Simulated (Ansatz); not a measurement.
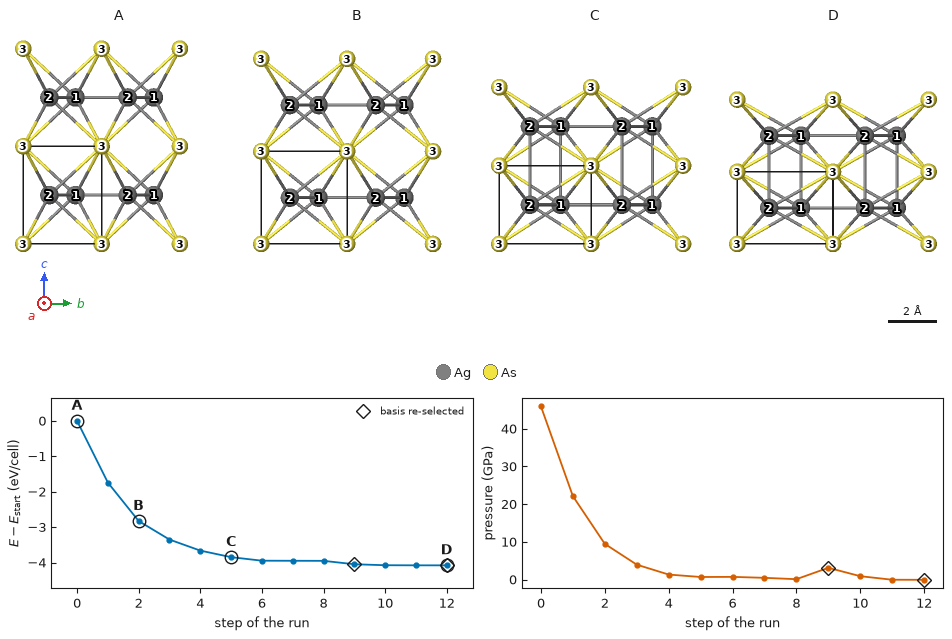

Frames of a relaxation of solid Ag2As (a generated structure, set up in P6/mmm) (coarse preliminary run), marked on the history of the run. The picture is a ball-and-stick view of the cell of the calculation, repeated 1 × 2 × 2 with one cell outlined, seen along the a axis.

All numbers below come from DFT PBE, scalar-relativistic, plane waves, PAW (Ansatz 0.2.0). (plane-wave cutoff 420 eV; k-point mesh 6 × 6 × 4; occupations gaussian; smearing width 0.1 eV; no spin polarisation; cell and atoms relaxed; force threshold 0.04 eV/Å; at most 70 steps)

Question: What happens along the run?

Answer: Over 10 accepted moves (12 points after the start) the energy falls by 4.078 eV per cell of the calculation. All forces vanish by symmetry, so only the cell relaxes. The pressure goes from 45.92 to −0.06 GPa. The SCF was repeated twice at an unchanged geometry on a basis and grid sized afresh for the cell, which shifted the energy by 96.3 meV per cell of the calculation at most. The atoms keep their places relative to the cell (all moves are under 0.005 Å). The volume changes by +10.4 %, with a = b 3.825 → 4.675 Å (+22.2 %), c 4.131 → 3.053 Å (−26.1 %). Near-neighbour distances that change, for instance: Ag1–Ag1 4.131 → 3.053 Å, As3–As3 4.131 → 3.053 Å, Ag1–Ag2 2.209 → 2.699 Å, Ag1–As3 3.024 → 3.101 Å. The space group stays P6/mmm (No. 191). Cost: 30 s on 1 thread of Arm Neoverse V1, with other jobs on the host, peak memory 0.34 GiB. From step 0 to 2: volume +14.0 %, energy −2.827 eV per cell of the calculation. From step 2 to 5: volume −3.1 %, energy −1.020 eV per cell of the calculation. From step 5 to 12: volume −0.1 %, energy −0.231 eV per cell of the calculation.

```tsv
step	E − E(0), meV/atom	pressure, GPa	volume, Å³/atom	note
0	0.00	45.92	17.453	
1	-580.48	22.13	19.076	
2	-942.43	9.47	19.892	
3	-1116.74	3.96	20.044	
4	-1220.59	1.33	19.794	
5	-1282.31	0.69	19.285	
6	-1315.62	0.72	18.678	
7	-1316.39	0.47	18.551	
8	-1316.96	0.10	18.665	
9	-1349.07	3.12	18.665	same geometry, new basis
10	-1358.22	0.90	19.067	
11	-1359.23	-0.04	19.262	
12	-1359.41	-0.06	19.262	same geometry, new basis
```

Limits of the set-up: the k-point mesh is coarse for a cell with partly filled bands.
